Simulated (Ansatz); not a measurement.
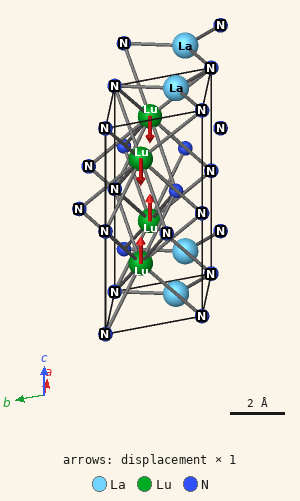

This is a relaxation of a crystal of LaLu2N3 (a generated structure, set up in P-6m2) (coarse preliminary run). The starting structure is drawn; red arrows show the displacements (the part carried along by the change of the cell is left out), at their true length.

Style: ball-and-stick. Shown: the cell of the calculation, repeated 2 × 1 × 1 with one cell outlined, from a free direction.

Computed with DFT PBE, scalar-relativistic, plane waves, PAW in Ansatz. Settings: plane-wave cutoff 420 eV; k-point mesh 6 × 6 × 2; occupations gaussian; smearing width 0.1 eV; no spin polarisation; cell and atoms relaxed; force threshold 0.04 eV/Å; at most 70 steps.

Which element moves most?

Answer. Lutetium: up to 1.11 Å, against 0.00 Å for nitrogen.

What did the optimiser do to the structure, and how much energy did it gain?

Answer. After 11 accepted moves (13 points after the start) the energy has fallen by 1101 meV per atom. The largest force component goes from 4.4 to 0.036 eV/Å. The pressure goes from −3.55 to 0.00 GPa. At 2 points the geometry stayed and the basis and grid were re-selected for the new cell (energy shift of 6.1 meV per atom at most each time). The largest moves relative to the cell, 1.11 Å, are those of Lu atoms. N and La stay in place. The volume changes by +5.2 %, with a = b 3.995 → 3.815 Å (−4.5 %), c 8.414 → 9.712 Å (+15.4 %). Near-neighbour distances that change, for instance: Lu–Lu 4.270 → 2.700 Å, Lu–N 3.101 → 4.140 Å, La–Lu 3.101 → 4.140 Å, Lu–N 3.143 → 2.584 Å. Bonds break, among them: Lu–N (3.10 → 4.14 Å). Among the angles between lasting bonds that change: N–Lu–N 94.4° → 117.0°, Lu–N–Lu 85.6° → 63.0°, Lu–N–Lu 78.9° → 95.2°. The space group stays P-6m2 (No. 187). The run took 2.4 min on 1 thread of Arm Neoverse V2, with other jobs on the host, peak memory 0.4 GiB.

Limits of the set-up: the k-point mesh is coarse for a cell with partly filled bands.
